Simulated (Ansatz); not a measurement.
BSi$_{3}$ (charge −1)

Input

```
crystal:
  periodic: [false, false, false]
  atoms:
    - {symbol: B, position_ang: [-0.087011, -0.694207, 0.341837]}
    - {symbol: Si, position_ang: [-1.830045, -0.056991, 0.004955]}
    - {symbol: Si, position_ang: [1.772593, -0.406708, 0.211818]}
    - {symbol: Si, position_ang: [0.144472, 1.157896, -0.558611]}
basis:
  gaussian: {orbitals: def2-TZVPD, initial_orbitals: start.molden}
total_charge: -1
hamiltonian: {xc: pbe0, dispersion: d4}
scf: {omitted_lower_state_checks: [starts]}
output: {orbitals: {seedname: orbitals}}
```

Run with:

```sh
ansatz run in.yaml --threads 2 --pin off --events-out ev --progress --plain --max-ram 4352MiB
```

Geometry: PBE0-D4/def2-TZVPD.

Method: RKS PBE0-D4/def2-TZVPD (Ansatz 0.2.0).

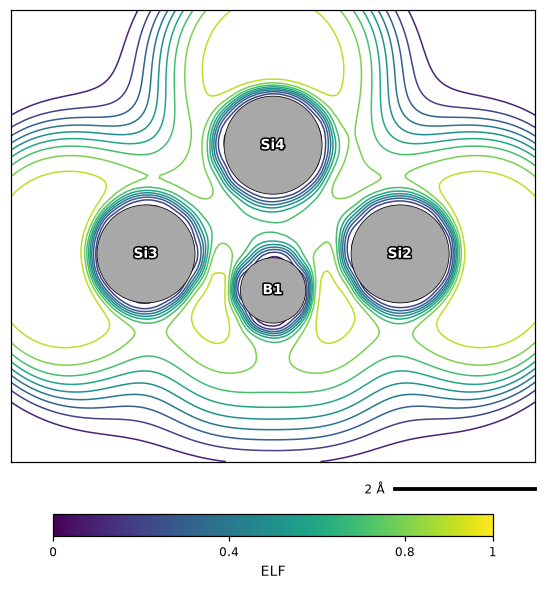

Figure 1. Electron localisation function on the molecular plane. Grey discs cover the atomic cores.

Question: Describe what can be read from this map.

Answer: The plane passes through B and Si nuclei.
Si–B (1.89 Å): the ELF peaks at about 0.95 between the atoms; localised, covalent bonding.
Si–Si (2.39 Å): the ELF peaks at about 0.80 between the atoms (a shared electron pair).
Si–B (2.07 Å): the ELF peaks at about 0.70 between the atoms.
The ELF also peaks beside Si3, Si2 and Si4, away from the bonds: lone-pair regions.

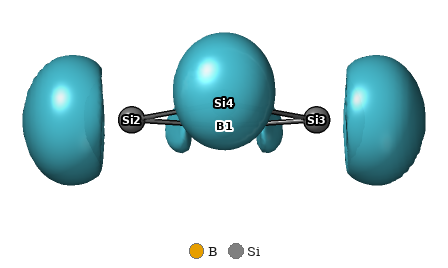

Figure 2. Isosurface of the ELF at 0.9 (cyan), seen from one side. Only the valence region is drawn (cores and ρ < 0.01 e/Å³ removed).

Question: Identify the bonds, lone pairs and shells in this picture.

Answer: The ELF exceeds this value in two regions between bonded B–Si atoms (shared pairs) and three lobes on Si, pointing away from the bonds (lone pairs).

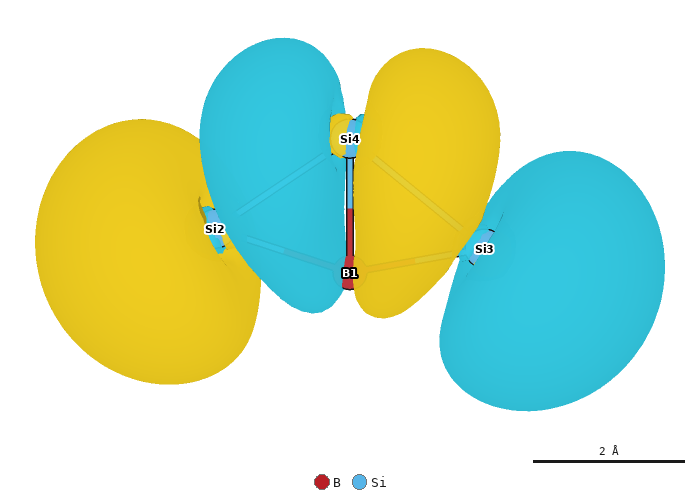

Figure 3. The HOMO−1 at ±0.05 Å⁻³ᐟ² (yellow and cyan are the two phases), seen at a tilt.

Question: Describe this orbital and give its energy.

Answer: By Hirshfeld shares it lies mainly on Si2 (about 35 %), Si3 (about 35 %), Si4 (about 20 %) and B1 (about 5 %); it is symmetric in the molecular plane (an in-plane orbital: σ, lone-pair or in-plane π type). Its energy is −1.52 eV.

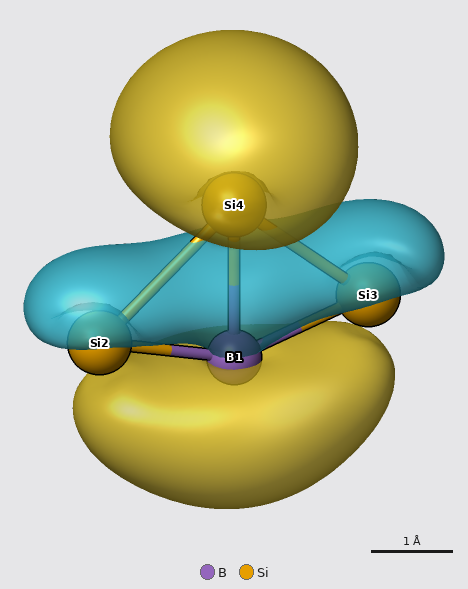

Figure 4. The HOMO at ±0.08 Å⁻³ᐟ² (yellow and cyan are the two phases), seen at a tilt.

Question: Describe this orbital and give its energy.

Answer: It lies mainly on Si4 (about 45 %), B1 (about 30 %), Si2 (about 10 %) and Si3 (about 10 %); it is symmetric in the molecular plane (an in-plane orbital: σ, lone-pair or in-plane π type). Its energy is −1.31 eV.
